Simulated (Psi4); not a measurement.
# CH4AlO2 (SMILES C[O][Al][OH]) at UMP2/pcseg-3 (density fitting, density fitting for correlation, sweep point 4)

Aim: the vertical doublet–quartet gap of CH4AlO2 at UMP2/pcseg-3 (density fitting, density fitting for correlation, sweep point 4), from 2 runs. 

Program for the calculation: Psi4 1.11.

### 1 Starting point

CH4AlO2 has 8 atoms, charge 0, and is taken as a doublet. As SMILES, `C[O][Al][OH]`. The shape is that of a PBE0-D4/def2-TZVP optimisation. This is one conformer, not always the lowest.

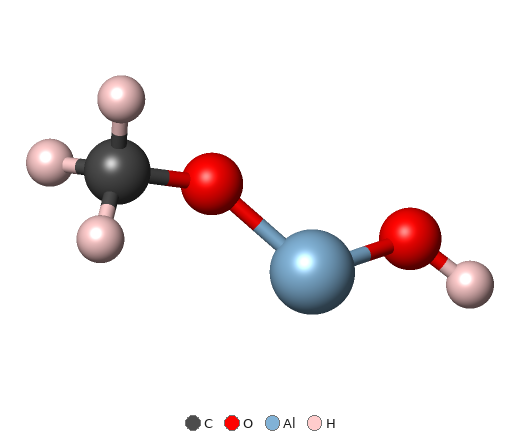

The structure, seen from a chosen angle (carbon dark grey, oxygen red, aluminium light blue, hydrogen pink).

### 2 A single-point energy at UMP2/pcseg-3 (density fitting, density fitting for correlation, sweep point 4)

ch4alo2.inp reads:

```
memory 1.6 GB

molecule system {
  0 2
  C      0.292700     1.365900    -0.669900
  O     -0.035800     0.282500     0.144300
  Al    -0.062600    -1.399600     0.093000
  O     -0.601900    -2.191900     1.497900
  H      0.661200     1.058300    -1.655900
  H     -0.585400     2.002400    -0.820800
  H      1.070000     1.971500    -0.192500
  H     -0.646300    -3.146000     1.548200
  symmetry c1
}

set {
  basis pcseg-3
  reference uhf
  puream true
  scf_type df
  num_frozen_docc 8
  maxiter 100
}

E, wfn = energy("mp2", return_wfn=True)
```

On the command line:

```console
psi4 -n 1 ch4alo2.inp ch4alo2.out
```

ch4alo2.out:

```text
[...]
  Running in c1 symmetry.
[...]
  Nuclear repulsion =  149.181418560019097
[...]
  Multiplicity = 2
[...]
  Nalpha       = 20
  Nbeta        = 19
[...]
    Number of basis functions: 376
[...]
   @DF-UHF iter   1:  -431.76550937530510   -1.12824e+00   2.00730e-03 DIIS/ADIIS
[...]
   @DF-UHF iter  13:  -432.01313664116276   -1.54387e-10   8.97945e-09 DIIS
[...]
   @S^2 Observed:                7.526403779E-01
[...]
    Orbital Energies [Eh]
    ---------------------
    Alpha Occupied:
       1A    -58.420632     2A    -20.535561     3A    -20.529306
       4A    -11.270289     5A     -4.882840     6A     -3.199752
       7A     -3.196332     8A     -3.194133     9A     -1.326130
      10A     -1.305249    11A     -0.913648    12A     -0.685249
      13A     -0.644967    14A     -0.615017    15A     -0.605298
      16A     -0.542643    17A     -0.498354    18A     -0.461925
      19A     -0.440799    20A     -0.317575
    Alpha Virtual:
      21A      0.040964    22A      0.055761    23A      0.072817
      24A      0.083863    25A      0.114295    26A      0.116640
[...]
  @DF-UHF Final Energy:  -432.01313664116276
   => Energetics <=
    Nuclear Repulsion Energy =            149.1814185600190967
    One-Electron Energy =                -895.6553961031274866
    Two-Electron Energy =                 314.4608409019456303
    Total Energy =                       -432.0131366411627596
  UHF NO Occupations:
  HONO-2 :   18  A 1.9996774
  HONO-1 :   19  A 1.9992936
[...]
 Multipole Moments:
 ------------------------------------------------------------------------------------
     Multipole            Electronic (a.u.)      Nuclear  (a.u.)        Total (a.u.)
 ------------------------------------------------------------------------------------
 L = 1.  Multiply by 2.5417464519 to convert [e a0] to [Debye]
 Dipole X            :         -0.5661800            0.8205467            0.2543666
 Dipole Y            :         -5.3089593            4.9455392           -0.3634201
 Dipole Z            :          1.1510594           -1.8696356           -0.7185762
 Magnitude           :                                                    0.8444692
[...]
```

It took 11 s on 1 thread of Intel Xeon 6975P-C (Granite Rapids), shared host; peak memory 1.2 GiB.

### 3 The quartet

job.dat reads:

```
memory 1600 MB

molecule {
  0 4
  C      0.292700     1.365900    -0.669900
  O     -0.035800     0.282500     0.144300
  Al    -0.062600    -1.399600     0.093000
  O     -0.601900    -2.191900     1.497900
  H      0.661200     1.058300    -1.655900
  H     -0.585400     2.002400    -0.820800
  H      1.070000     1.971500    -0.192500
  H     -0.646300    -3.146000     1.548200
  symmetry c1
}

set globals {
  basis           pcseg-3
  reference       uhf
  puream          true
  scf_type        df
  num_frozen_docc 8
  maxiter         100
}

E, wfn = energy("mp2", return_wfn=True)
```

On the command line:

```console
psi4 -i job.dat -o job.out -n 1
```

job.out:

```text
[...]
  Running in c1 symmetry.
[...]
  Nuclear repulsion =  149.181418560019097
[...]
  Multiplicity = 4
[...]
  Nalpha       = 21
  Nbeta        = 18
[...]
    Number of basis functions: 376
[...]
   @DF-UHF iter   1:  -431.53706808575504   -8.99803e-01   1.83752e-03 DIIS/ADIIS
[...]
   @DF-UHF iter  19:  -431.82627542086107   -6.56541e-10   4.96128e-09 DIIS
[...]
   @S^2 Observed:                3.761609905E+00
[...]
    Orbital Energies [Eh]
    ---------------------
    Alpha Occupied:
       1A    -58.402673     2A    -20.760915     3A    -20.505632
       4A    -11.363192     5A     -4.868858     6A     -3.185794
       7A     -3.184601     8A     -3.180874     9A     -1.561356
      10A     -1.281552    11A     -1.038856    12A     -0.846894
      13A     -0.809740    14A     -0.768408    15A     -0.650189
      16A     -0.625586    17A     -0.599703    18A     -0.513829
      19A     -0.486747    20A     -0.326060    21A     -0.173432
    Alpha Virtual:
      22A      0.045184    23A      0.062769    24A      0.075499
      25A      0.079170    26A      0.103128    27A      0.107339
[...]
  @DF-UHF Final Energy:  -431.82627542086107
   => Energetics <=
    Nuclear Repulsion Energy =            149.1814185600190967
    One-Electron Energy =                -893.5119230251126510
    Two-Electron Energy =                 312.5042290442324884
    Total Energy =                       -431.8262754208610659
  UHF NO Occupations:
  HONO-2 :   19  A 1.0000000
  HONO-1 :   20  A 1.0000000
[...]
 Multipole Moments:
 ------------------------------------------------------------------------------------
     Multipole            Electronic (a.u.)      Nuclear  (a.u.)        Total (a.u.)
 ------------------------------------------------------------------------------------
 L = 1.  Multiply by 2.5417464519 to convert [e a0] to [Debye]
 Dipole X            :         -0.5454975            0.8205467            0.2750492
 Dipole Y            :         -2.8221809            4.9455392            2.1233583
 Dipole Z            :          1.2751428           -1.8696356           -0.5944928
 Magnitude           :                                                    2.2220990
[...]
```

It took 13 s on 1 thread of Intel Xeon 6975P-C (Granite Rapids), shared host; peak memory 1.2 GiB.

### 4 Outcome

Level: UMP2/pcseg-3 (density fitting, density fitting for correlation, sweep point 4), 8 core orbitals frozen.

```
                                                           quantity          value
                                              doublet: total energy  -432.77227 Eh
doublet: HOMO energy (Hartree–Fock orbitals) (highest over α and β)       -8.64 eV
 doublet: LUMO energy (Hartree–Fock orbitals) (lowest over α and β)        0.59 eV
               doublet: correlation energy (8 core orbitals frozen)     -759.1 mEh
                         doublet: ⟨S²⟩ of the reference determinant          0.753
                                              quartet: total energy  -432.52054 Eh
quartet: HOMO energy (Hartree–Fock orbitals) (highest over α and β)       -4.72 eV
 quartet: LUMO energy (Hartree–Fock orbitals) (lowest over α and β)       -1.12 eV
               quartet: correlation energy (8 core orbitals frozen)     -694.3 mEh
                         quartet: ⟨S²⟩ of the reference determinant          3.762
                   vertical energy of the quartet above the doublet       6.850 eV
```

At this shape the quartet lies 6.85 eV (661 kJ/mol) above the doublet.
